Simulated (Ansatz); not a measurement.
# NS (Mononitrogen monosulfide): levels of theory compared

We compute a comparison of 5 runs (UHF/STO-3G, UBHLYP/STO-3G, UHSE06/STO-3G, UBCCD(T)/STO-3G, UCCSDT(Q)/STO-3G) of NS (Mononitrogen monosulfide). 

The results are computed with Ansatz 0.2.0.

46 further runs of the same task are left out: 4 that didn't finish, 42 set aside as unsound or not needed.

### 1 Starting point

The species is NS (2 atoms), meant as a doublet with charge 0. As SMILES, `[N]=S`. The S2–N1 distance was set to 3.714 Å, away from the relaxed value.

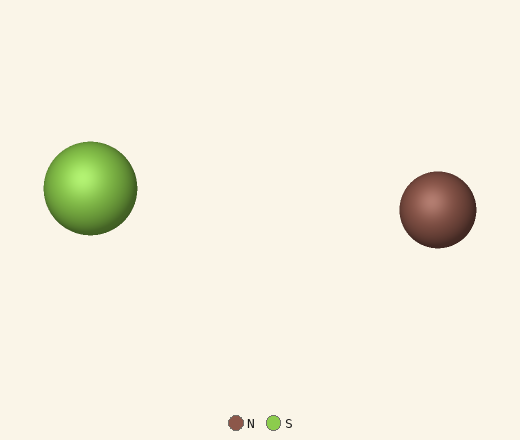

The structure, seen from a chosen angle (nitrogen brown, sulfur green).

### 2 The energy at UHF/STO-3G (run 1)

The input, run.yaml:

```yaml
basis:
  gaussian:
    orbitals: STO-3G
crystal:
  periodic: [false, false, false]
  atoms:
    - symbol: "N"
      position_ang: [-0.000000, -0.000000, -2.239600]
    - symbol: S
      position_ang: [0.000000, 0.000000, 1.474400]
magnetization:
  spin_polarized: true
  initial_magnetization: 1
hamiltonian:
  xc: hf
accuracy: high
```

The run is started by

```bash
ansatz run run.yaml --threads 1 --pin off --max-ram 3480MiB --events-out events.jsonl --progress --plain --runs-dir runs
```

Standard output:

```text
Warning: RAYON_NUM_THREADS=1 ignored (pool sized by the plan → 1); use --threads N
Functional definition: HF
  name "HF"
  exchange = exact_x
  correlation = 0
204 factors; integrals over basis functions are off by at most 5.9e-9 eV
mean field evaluation 1: about -12106.3096 eV, gradient 1.4e1 eV
mean field evaluation 2: about -12106.3112 eV, gradient 1.4e1 eV
mean field evaluation 4: about -12105.1132 eV, gradient 4.4e0 eV
mean field evaluation 8: about -12150.5667 eV, gradient 8.9e0 eV
mean field evaluation 16: about -12152.6680 eV, gradient 2.4e0 eV
mean field evaluation 32: about -12156.2667 eV, gradient 2.1e-4 eV
mean field evaluation 64: about -12159.3868 eV, gradient 1.6e-5 eV
mean field evaluation 96: about -12159.3861 eV, gradient 2.7e-2 eV
mean field evaluation 128: about -12159.3884 eV, gradient 1.1e-8 eV
mean field -12159.38835756 eV, -446.8492802108 hartree, gradient 1.1e-8 eV, S^2 2.749538; 7 other end points of the search recorded, 0 dependent functions left out
reference -12159.38835756 eV, -446.8492802108 hartree; 12, 11 occupied and 2, 3 virtual orbitals, 204 factors
Total energy: -12159.38835756 eV, -446.8492802108 hartree
```

It took 0.22 s on 1 thread of Arm Neoverse V2, shared host.

### 3 A single-point energy at UBHLYP/STO-3G (run 2)

The input, input.yaml:

```yaml
crystal:
  periodic: [false, false, false]
  atoms:
    - {symbol: N, position_ang: [-0.000000, -0.000000, -2.239600]}
    - {symbol: S, position_ang: [0.000000, 0.000000, 1.474400]}
basis:
  gaussian:
    orbitals: STO-3G
magnetization:
  spin_polarized: true
  initial_magnetization: 1
hamiltonian:
  xc: {name: BHLYP}
accuracy: high
```

The run is started by

```bash
ansatz run input.yaml --threads 1 --pin off --max-ram 3480MiB --events-out events.jsonl --progress --plain --runs-dir runs
```

Standard output:

```text
Warning: RAYON_NUM_THREADS=1 ignored (pool sized by the plan → 1); use --threads N
Functional definition: BHLYP
  name "BHLYP"
  parameter a = 0.5
  exchange = (1 - a)*b88_x + a*exact_x
  correlation = lyp_c
204 factors; integrals over basis functions are off by at most 5.9e-9 eV
mean field evaluation 1: about -12141.9414 eV, gradient 4.0e1 eV
mean field evaluation 2: about -12069.4264 eV, gradient 1.6e1 eV
mean field evaluation 4: about -12069.4872 eV, gradient 1.4e1 eV
mean field evaluation 8: about -12173.6233 eV, gradient 6.3e-1 eV
mean field evaluation 16: about -12177.2537 eV, gradient 4.7e-2 eV
mean field evaluation 32: about -12177.2566 eV, gradient 1.1e-8 eV
mean field evaluation 64: about -12177.2534 eV, gradient 9.4e-2 eV
mean field -12179.35780041 eV, -447.5831437000 hartree, gradient 8.3e-9 eV, S^2 2.748787; 4 other end points of the search recorded, 0 dependent functions left out
reference -12179.35781684 eV, -447.5831443037 hartree; 12, 11 occupied and 2, 3 virtual orbitals, 204 factors
Total energy: -12179.35781684 eV, -447.5831443037 hartree
```

It took 6.9 s on 1 thread of Arm Neoverse V2, shared host; peak memory 0.095 GiB.

Runs 3 to 4 aren't shown in full; the table further down has their settings and results.

### 4 The energy at UCCSDT(Q)/STO-3G (run 5)

The input, in.yaml:

```yaml
crystal:
  periodic: [false, false, false]
  atoms:
    - {symbol: "N", position_ang: [-0.000000, -0.000000, -2.239600]}
    - {symbol: S, position_ang: [0.000000, 0.000000, 1.474400]}
basis:
  gaussian: {orbitals: STO-3G}
magnetization: {spin_polarized: true, initial_magnetization: 1}
correlation: {method: ccsdt_q, frozen_orbitals: {"N": 1, S: 5}}
accuracy: high
scf: {omitted_lower_state_checks: [cluster_reference, increment]}
```

The run is started by

```bash
ansatz run in.yaml --threads 1 --pin off --max-ram 3480MiB --events-out events.jsonl --progress --plain --runs-dir runs
```

Standard output:

```text
Warning: RAYON_NUM_THREADS=1 ignored (pool sized by the plan → 1); use --threads N
[... 17 lines left out ...]
6 core orbitals not correlated: weight in the atoms' cores, before any rotation towards them, 1.000 or more for the frozen orbitals, at most 0.000 for the correlated occupied ones
[... 99 lines left out ...]
Total energy: -12159.38987772 eV, -446.8493360759 hartree
Checks for a lower state left out: cluster_reference, increment
```

Run time: 1.7 s. Hardware: 1 thread of Arm Neoverse V2, shared host.

### 5 The series

```csv
run,level,frozen core orbitals,energy (Eh),⟨S²⟩,wall time
1,UHF/STO-3G,–,-446.849280,2.750,0.22 s
2,UBHLYP/STO-3G,–,-447.583144,2.749,6.9 s
3,UHSE06/STO-3G,–,-447.375056,2.748,4.5 s
4,UBCCD(T)/STO-3G,6,-446.849337,2.750,0.52 s
5,UCCSDT(Q)/STO-3G,6,-446.849336,2.750,1.7 s
```

### 6 Results

```
                                          quantity          value
                               run 5: total energy  -446.84934 Eh
run 5: correlation energy (6 core orbitals frozen)       -0.1 mEh
          run 5: ⟨S²⟩ of the reference determinant          2.750
                              run 5: T1 diagnostic          0.002
```

What this shows: Below the UHF energy at the same shape and in the same basis (STO-3G): UBCCD(T) -0.1 mEh; UCCSDT(Q) -0.1 mEh. Totals of different functionals can't be ranked against each other. In runs 1, 2, 3, 4, 5 the basis is minimal, so the values are rough. Spin contamination of the reference: run 1 ⟨S²⟩ = 2.75, run 4 ⟨S²⟩ = 2.75, run 5 ⟨S²⟩ = 2.75, run 2 ⟨S²⟩ = 2.75, run 3 ⟨S²⟩ = 2.75. Where it is this large, the reference is a mixture of spin states, and values that rest on it are in doubt. All runs together took 14 s, the longest 6.9 s.
